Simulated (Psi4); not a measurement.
**One shape, several levels: doublet [S2F2]−**

We compute a comparison of 5 runs (UHF/3-21G, UB3LYP/6-31G*, U-wB97X-V/def2-SVPD, UDSD-PBEP86/def2-SVPD) of doublet [S2F2]−. 

The calculation is run with Psi4 1.11.

## (1) The system as given

The species is [S2F2]− (4 atoms), meant as a doublet with charge -1. SMILES of the parent species: `FS(F)=S`. The shape is that of a PBE0-D4/def2-TZVP optimisation. That shape belongs to the parent species and isn't relaxed for this state.

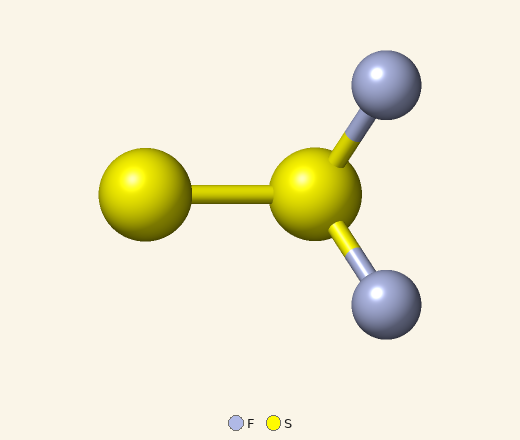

The structure, seen from a chosen angle (fluorine light blue, sulfur yellow).

## (2) Energy and forces at UHF/3-21G (run 1)

job.dat

```
memory 1600 mb

molecule {
  -1 2
  F      0.734930     0.336790     1.199050
  S     -0.480890    -0.090070     0.240730
  F      0.313460    -1.382440    -0.286190
  S     -0.567510     1.135710    -1.153590
  symmetry c1
  no_reorient
  no_com
}

set basis 3-21G
set reference uhf
set puream true
set e_convergence 1e-09
set d_convergence 1e-08
set scf_type pk
set maxiter 100

energy_value, wavefunction = gradient('hf', return_wfn=True)
oeprop(wavefunction, 'DIPOLE', 'LOWDIN_CHARGES', 'MAYER_INDICES', title='HF')
print_variables()
```

On the command line:

```console
$ psi4 -i job.dat -o job.out -n 1
```

job.out:

```text
[...]
  Running in c1 symmetry.
[...]
  Nuclear repulsion =  240.671041710624763
[...]
  Multiplicity = 2
[...]
  Nalpha       = 26
  Nbeta        = 25
[...]
    Number of basis functions: 44
[...]
   @UHF iter   1:  -988.64377196644489    6.34114e-02   9.51355e-03 ADIIS/DIIS
[...]
   @UHF iter  15:  -988.73175522773056   -1.81899e-12   3.73906e-09 DIIS
[...]
   @S^2 Observed:                7.661120491E-01
[...]
    Orbital Energies [Eh]
    ---------------------
    Alpha Occupied:
       1A    -91.243016     2A    -91.051884     3A    -25.926683
       4A    -25.925774     5A     -8.843241     6A     -8.660673
       7A     -6.525742     8A     -6.516243     9A     -6.508835
      10A     -6.336851    11A     -6.331982    12A     -6.329866
      13A     -1.427338    14A     -1.369974    15A     -0.913043
      16A     -0.651520    17A     -0.550148    18A     -0.491239
      19A     -0.465896    20A     -0.424289    21A     -0.407393
      22A     -0.386087    23A     -0.249474    24A     -0.207610
      25A     -0.152580    26A     -0.004429
    Alpha Virtual:
[...]
  @UHF Final Energy:  -988.73175522773056
   => Energetics <=
    Nuclear Repulsion Energy =            240.6710417106247633
    One-Electron Energy =               -1863.4807971079421804
    Two-Electron Energy =                 634.0780001695869714
    Total Energy =                       -988.7317552277305595
  UHF NO Occupations:
  HONO-2 :   24  A 1.9993466
  HONO-1 :   25  A 1.9933339
[...]
  -Total Gradient:
     Atom            X                  Y                   Z
    ------   -----------------  -----------------  -----------------
       1       -0.116036972798    -0.002007425106    -0.051398370201
       2        0.213884326265     0.033847669258    -0.099880957563
       3       -0.095719915316     0.080875529539     0.020202176173
       4       -0.002127438146    -0.112715773703     0.131077151591
[...]
 Multipole Moments:
 ------------------------------------------------------------------------------------
     Multipole            Electronic (a.u.)      Nuclear  (a.u.)        Total (a.u.)
 ------------------------------------------------------------------------------------
 L = 1.  Multiply by 2.5417464519 to convert [e a0] to [Debye]
 Dipole X            :         14.0118170          -13.8684922            0.1433249
 Dipole Y            :        -14.7015984           13.8316425           -0.8699559
 Dipole Z            :         13.0417907          -12.0753877            0.9664030
 Magnitude           :                                                    1.3081666
[...]
```

It took 2.8 s on 1 thread of Intel Xeon at 2.70GHz, shared host; peak memory 0.18 GiB.

## (3) Energy and forces at UB3LYP/6-31G(d) (spherical functions) (run 2)

f2s2.json

```json
{
  "schema_name": "qcschema_input",
  "schema_version": 1,
  "molecule": {
    "schema_name": "qcschema_molecule",
    "schema_version": 2,
    "symbols": ["F", "S", "F", "S"],
    "geometry": [1.38881642, 0.63644086, 2.26587611, -0.9087504, -0.17020763, 0.45491377, 0.59235355, -2.61243298, -0.54082072, -1.07243847, 2.14618086, -2.17996916],
    "molecular_charge": -1,
    "molecular_multiplicity": 2,
    "fix_symmetry": "c1",
    "fix_com": true,
    "fix_orientation": true
  },
  "driver": "gradient",
  "model": {
    "method": "b3lyp",
    "basis": "6-31G*"
  },
  "keywords": {
    "reference": "uks",
    "puream": true,
    "e_convergence": 1e-09,
    "d_convergence": 1e-08,
    "scf_type": "pk",
    "dft_radial_points": 99,
    "dft_spherical_points": 590,
    "maxiter": 100
  }
}
```

On the command line:

```console
$ psi4 --qcschema f2s2.json -n 1 --memory 1600MB
```

stdout:

```text
[...]
  Running in c1 symmetry.
[...]
  Nuclear repulsion =  240.671041810069113
[...]
  Multiplicity = 2
[...]
  Nalpha       = 26
  Nbeta        = 25
[...]
    Number of basis functions: 64
[...]
   @UKS iter   1:  -995.84414476073948    2.06020e-01   8.30002e-03 ADIIS/DIIS
[...]
   @UKS iter  14:  -995.97485123236584   -5.68434e-13   2.32917e-09 DIIS
[...]
   @S^2 Observed:                7.525885372E-01
[...]
  @UKS Final Energy:  -995.97485123236584
   => Energetics <=
    Nuclear Repulsion Energy =            240.6710418100691129
    One-Electron Energy =               -1870.0737386357773175
    Two-Electron Energy =                 692.1195370559117919
    DFT Exchange-Correlation Energy =     -58.6916914625693664
    Empirical Dispersion Energy =           0.0000000000000000
    VV10 Nonlocal Energy =                  0.0000000000000000
    Total Energy =                       -995.9748512323658360
[...]
 Multipole Moments:
 ------------------------------------------------------------------------------------
     Multipole            Electronic (a.u.)      Nuclear  (a.u.)        Total (a.u.)
 ------------------------------------------------------------------------------------
 L = 1.  Multiply by 2.5417464519 to convert [e a0] to [Debye]
 Dipole X            :         14.3403495          -13.8684922            0.4718573
 Dipole Y            :        -14.6479173           13.8316426           -0.8162747
 Dipole Z            :         12.8864117          -12.0753877            0.8110239
 Magnitude           :                                                    1.2436694
[...]
  -Total Gradient:
     Atom            X                  Y                   Z
    ------   -----------------  -----------------  -----------------
       1       -0.087229971157    -0.001856688685    -0.038368411332
       2        0.163356268545    -0.004657230845    -0.040962880427
       3       -0.071922633147     0.060571490429     0.015564344372
       4       -0.004197403582    -0.054079176920     0.063790190172
[...]
```

The result, in JSON:

```text
{
 "driver": "gradient",
 "model": {
  "method": "b3lyp",
  "basis": "6-31G*"
 },
 "success": true,
 "return_result": [-0.0872299711573492, -0.001856688685439832, -0.038368411331759986, 0.16335626854487378, -0.004657230845054983, -0.04096288042716238, -0.0719226331472082, 0.06057149042861627, 0.01556434437177577, -0.004197403581573209, -0.05407917691953856, 0.06379019017234802],
 "properties": {
  "calcinfo_nbasis": 64,
  "calcinfo_nmo": 64,
  "calcinfo_nalpha": 26,
  "calcinfo_nbeta": 25,
  "calcinfo_natom": 4,
  "nuclear_repulsion_energy": 240.6710418100691,
  "return_energy": -995.9748512323658,
  "return_gradient": [-0.0872299711573492, -0.001856688685439832, -0.038368411331759986, 0.16335626854487378, -0.004657230845054983, -0.04096288042716238, -0.0719226331472082, 0.06057149042861627, 0.01556434437177577, -0.004197403581573209, -0.05407917691953856, 0.06379019017234802],
  "scf_one_electron_energy": -1870.0737386357773,
  "scf_two_electron_energy": 692.1195370559118,
  "scf_xc_energy": -58.691691462569366,
  "scf_dipole_moment": [0.47185731399106956, -0.816274742892233, 0.8110239339632219],
  "scf_total_energy": -995.9748512323658,
  "scf_total_gradient": [-0.0872299711573492, -0.001856688685439832, -0.038368411331759986, 0.16335626854487378, -0.004657230845054983, -0.04096288042716238, -0.0719226331472082, 0.06057149042861627, 0.01556434437177577, -0.004197403581573209, -0.05407917691953856, 0.06379019017234802],
  "scf_iterations": 14
 }
}
```

It took 19 s on 1 thread of Intel Xeon at 2.70GHz, shared host; peak memory 0.58 GiB.

Run 3 isn't shown in full; the table further down has it.

## (4) A single-point energy at U-wB97X-V/def2-SVPD (run 4)

run.py

```python
import psi4

psi4.set_memory('1600 MB')
psi4.set_num_threads(1)
psi4.core.set_output_file('psi4.out', False)

mol = psi4.geometry("""
-1 2
F      1.38881642     0.63644086     2.26587611
S     -0.90875040    -0.17020763     0.45491377
F      0.59235355    -2.61243298    -0.54082072
S     -1.07243847     2.14618086    -2.17996916
units bohr
symmetry c1
""")

options = {'basis': 'def2-SVPD', 'reference': 'uks', 'puream': True, 'e_convergence': 1e-09, 'd_convergence': 1e-08, 'scf_type': 'pk', 'dft_radial_points': 99, 'dft_spherical_points': 590, 'maxiter': 100}
psi4.set_options(options)

result, w = psi4.energy('wb97x-v', return_wfn=True)
print(f'total energy {result:.8f} hartree = {result * 27.211386:.5f} eV')
```

On the command line:

```console
$ python run.py
```

psi4.out:

```text
[...]
  Running in c1 symmetry.
[...]
  Nuclear repulsion =  240.671041810069113
[...]
  Multiplicity = 2
[...]
  Nalpha       = 26
  Nbeta        = 25
[...]
    Number of basis functions: 100
[...]
   @UKS iter   1:  -995.32991049279553    1.48926e-01   5.12242e-03 ADIIS/DIIS
[...]
   @UKS iter  15:  -995.44952537713493   -3.41061e-12   3.33537e-09 DIIS
[...]
   @S^2 Observed:                7.548904017E-01
[...]
    Orbital Energies [Eh]
    ---------------------
    Alpha Occupied:
       1A    -88.798673     2A    -88.628928     3A    -24.589364
       4A    -24.589345     5A     -7.977692     6A     -7.828978
       7A     -5.940316     8A     -5.938067     9A     -5.930701
      10A     -5.792150    11A     -5.783260    12A     -5.783166
      13A     -1.174761    14A     -1.118939    15A     -0.763776
      16A     -0.577132    17A     -0.482879    18A     -0.437565
      19A     -0.412565    20A     -0.365504    21A     -0.359803
      22A     -0.340283    23A     -0.237422    24A     -0.195230
      25A     -0.155858    26A     -0.008196
    Alpha Virtual:
[...]
  @UKS Final Energy:  -995.44952537713493
   => Energetics <=
    Nuclear Repulsion Energy =            240.6710418100691129
    One-Electron Energy =               -1867.3009227882835148
    Two-Electron Energy =                 685.0051647465960514
    DFT Exchange-Correlation Energy =     -54.0329090501839460
    Empirical Dispersion Energy =           0.0000000000000000
    VV10 Nonlocal Energy =                  0.2080999046674548
    Total Energy =                       -995.4495253771349326
[...]
 Multipole Moments:
 ------------------------------------------------------------------------------------
     Multipole            Electronic (a.u.)      Nuclear  (a.u.)        Total (a.u.)
 ------------------------------------------------------------------------------------
 L = 1.  Multiply by 2.5417464519 to convert [e a0] to [Debye]
 Dipole X            :          1.4385701           -1.2613671            0.1772029
 Dipole Y            :         -1.7128348            1.2580585           -0.4547763
 Dipole Z            :          1.5744920           -1.0982994            0.4761925
 Magnitude           :                                                    0.6818956
[...]
```

On the terminal:

```text
total energy -995.44952538 hartree = -27087.56128 eV
```

It took 62 s on 1 thread of Intel Xeon at 2.70GHz, shared host; peak memory 0.79 GiB.

## (5) The energy at UDSD-PBEP86/def2-SVPD (density fitting for correlation) (run 5)

f2s2.xyz

```xyz
4
F2S2
F      0.734930     0.336790     1.199050
S     -0.480890    -0.090070     0.240730
F      0.313460    -1.382440    -0.286190
S     -0.567510     1.135710    -1.153590
```

run.py

```python
import numpy as np
from ase.calculators.psi4 import Psi4
from ase.io import read

mol = read('f2s2.xyz')
calc = Psi4(atoms=mol, method='dsd-pbep86', basis='def2-SVPD', memory='1600MB', num_threads=1, charge=-1, multiplicity=2, label='f2s2', reference='uks')
calc.psi4.set_options({'puream': True, 'e_convergence': 1e-09, 'd_convergence': 1e-08, 'scf_type': 'pk', 'dft_radial_points': 99, 'dft_spherical_points': 590, 'num_frozen_docc': 12, 'maxiter': 100})
mol.calc = calc

print(f'energy: {mol.get_potential_energy():.6f} eV')
```

On the command line:

```console
$ python run.py
```

f2s2.dat:

```text
[...]
  Running in c1 symmetry.
[...]
  Nuclear repulsion =  240.671041710624763
[...]
  Multiplicity = 2
[...]
  Nalpha       = 26
  Nbeta        = 25
[...]
    Number of basis functions: 100
[...]
   @UKS iter   1:  -994.22864798758121    1.04825e-01   4.53299e-03 DIIS/ADIIS
[...]
   @UKS iter  16:  -994.32402150584392   -1.93268e-12   4.13103e-09 DIIS
[...]
   @S^2 Observed:                7.620943086E-01
[...]
    Orbital Energies [Eh]
    ---------------------
    Alpha Occupied:
       1A    -90.812531     2A    -90.628038     3A    -25.556469
       4A    -25.556460     5A     -8.554801     6A     -8.392473
       7A     -6.341016     8A     -6.335074     9A     -6.329293
      10A     -6.174738    11A     -6.170045    12A     -6.168883
      13A     -1.312716    14A     -1.258884    15A     -0.817060
      16A     -0.609679    17A     -0.522184    18A     -0.472347
      19A     -0.446275    20A     -0.407222    21A     -0.381061
      22A     -0.376486    23A     -0.235909    24A     -0.185841
      25A     -0.136397    26A      0.003943
    Alpha Virtual:
[...]
  @UKS Final Energy:  -994.32402150584392
   => Energetics <=
    Nuclear Repulsion Energy =            240.6710417106247633
    One-Electron Energy =               -1867.2894189198236745
    Two-Electron Energy =                 652.8956175843978826
    DFT Exchange-Correlation Energy =     -20.6012618810427703
    Empirical Dispersion Energy =           0.0000000000000000
    VV10 Nonlocal Energy =                  0.0000000000000000
    Total Energy =                       -994.3240215058439162
[...]
 Multipole Moments:
 ------------------------------------------------------------------------------------
     Multipole            Electronic (a.u.)      Nuclear  (a.u.)        Total (a.u.)
 ------------------------------------------------------------------------------------
 L = 1.  Multiply by 2.5417464519 to convert [e a0] to [Debye]
 Dipole X            :          1.4049128           -1.2613671            0.1435457
 Dipole Y            :         -1.7374360            1.2580585           -0.4793775
 Dipole Z            :          1.6125215           -1.0982994            0.5142221
 Magnitude           :                                                    0.7175183
[...]
```

On the terminal:

```text
energy: -27066.801471 eV
```

It took 25 s on 1 thread of Intel Xeon at 2.70GHz, shared host; peak memory 0.7 GiB.

## (6) All runs side by side

| run | level | integration grid | task | energy (Eh) | HOMO energy (eV) | LUMO energy (eV) | ⟨S²⟩ | wall time |
| --- | --- | --- | --- | --- | --- | --- | --- | --- |
| 1 | UHF/3-21G | – | gradient | -988.731755 | -0.12 | 10.44 | 0.766 | 2.8 s |
| 2 | UB3LYP/6-31G* (spherical functions) | 99 radial × 590 angular | gradient | -995.974851 | 3.10 | 5.88 | 0.753 | 19 s |
| 3 | UB3LYP/6-31G* (Cartesian functions) | 99 radial × 590 angular | energy | -995.983420 | 3.08 | 5.85 | 0.753 | 14 s |
| 4 | U-wB97X-V/def2-SVPD | 99 radial × 590 angular | energy | -995.449525 | -0.22 | 5.39 | 0.755 | 62 s |
| 5 | UDSD-PBEP86/def2-SVPD (density fitting for correlation) | 99 radial × 590 angular | energy | -994.686616 | 0.11 | 5.02 | 0.762 | 25 s |

## (7) Summary of results

| quantity | value |
| --- | --- |
| run 5: total energy | -994.68662 Eh |
| run 5: HOMO energy (SCF part's orbitals) (highest over α and β) | 0.11 eV |
| run 5: LUMO energy (SCF part's orbitals) (lowest over α and β) | 5.02 eV |
| run 5: ⟨S²⟩ | 0.762 |

**Reading.** Totals of different functionals can't be ranked against each other. In runs 2, 3, 5 the HOMO lies above zero, so the outermost electron may be held by the basis alone. All runs together took 2 min, the longest 62 s.
